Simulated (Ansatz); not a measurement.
```xyz
11

Ga   -0.0735   -0.2032    0.4229
C     0.0661    0.4453    2.2990
H    -0.8487    0.2497    2.8816
H     0.9191   -0.0013    2.8358
H     0.2231    1.5361    2.3048
H     1.2546   -0.2643   -0.4463
H    -1.4412    0.0230   -0.3522
N    -0.2905   -2.3295    0.7651
H    -0.4383   -2.8209   -0.1166
H     0.5418   -2.7241    1.2038
H    -1.0868   -2.5318    1.3700
```

The calculation used Ansatz, RKS PBE0/def2-SVP.

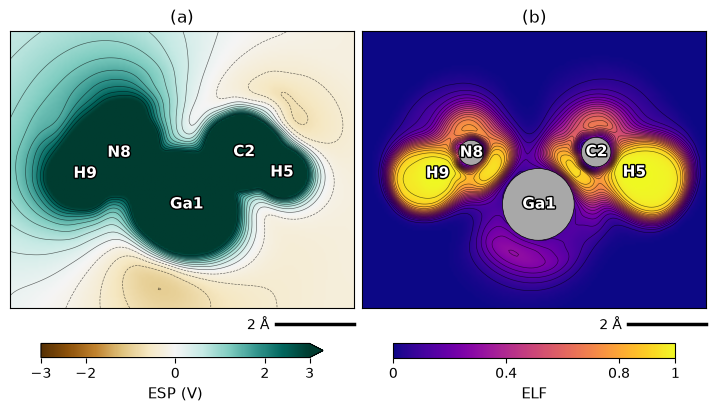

CH8GaN. (a) electrostatic potential; (b) electron localisation function on the plane of atoms Ga1, C2 and H5. Grey discs cover the atomic cores in the ELF map.

**What do the fields say about this system?**

- The plane passes through Ga, C, H and N nuclei.
- C–Ga (1.99 Å): the ELF peaks at about 0.95 in the valence shell of C, 0.7 Å from its nucleus, and is about 0.55 at the midpoint.
- Ga–N (2.16 Å): the ELF peaks at about 0.95 in the valence shell of N, 0.6 Å from its nucleus, and is about 0.30 at the midpoint.
- N–H (1.02 Å): the ELF climbs to about 1 towards the hydrogen, as it does in any bond to H (a covalent bond by its length).
- C–H (1.10 Å): the ELF climbs to about 1 towards the hydrogen (a covalent bond by its length).
- Outside the dense part of the molecule the potential is most negative (−1.0 V) near H6, which lies off the plane.
